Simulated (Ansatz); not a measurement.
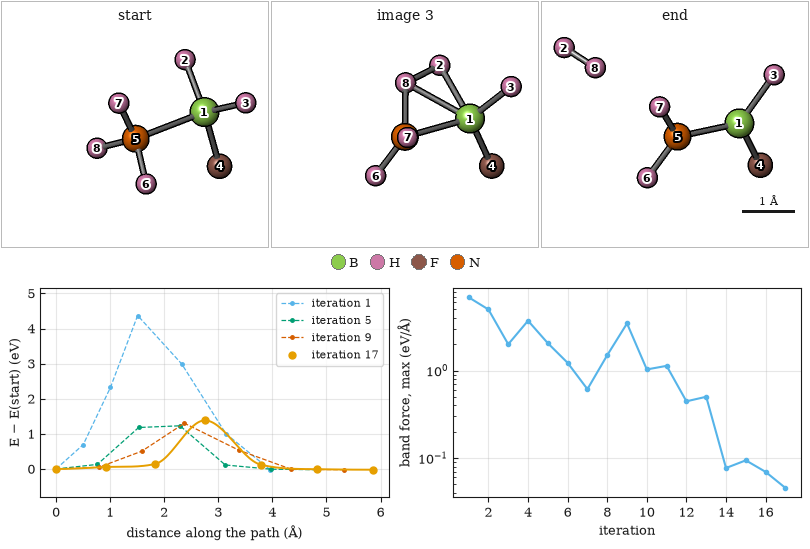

A search for the minimum-energy path of BNH$_{5}$F by the nudged elastic band. Images are numbered from 0 (start) to 6 (end). The plot follows the band through its iterations. Style: ball-and-stick. Shown at a tilt.

Method: Ansatz, RKS LDA/6-31G*. Settings: 5 movable images; climbing image; force threshold 0.05 eV/Å; iteration limit 60; starting path through a guess of the saddle point.

**Judge this run.**

The result is final at these settings. The band converged in 17 iterations. The largest component of the band force went from 6.9 to 0.046 eV/Å. The climbing image converged on the top of the path. Its vibrational analysis gives one imaginary mode (1208i cm⁻¹), as a transition state must have. The first iteration put the highest image at 4.37 eV. The energy climbs by 1.38 eV to image 3 and then falls by 1.40 eV, so the end point sits at −0.02 eV.

The run took 69 s on 1 thread of Arm Neoverse V1, with other jobs on the host, peak memory 0.097 GiB.
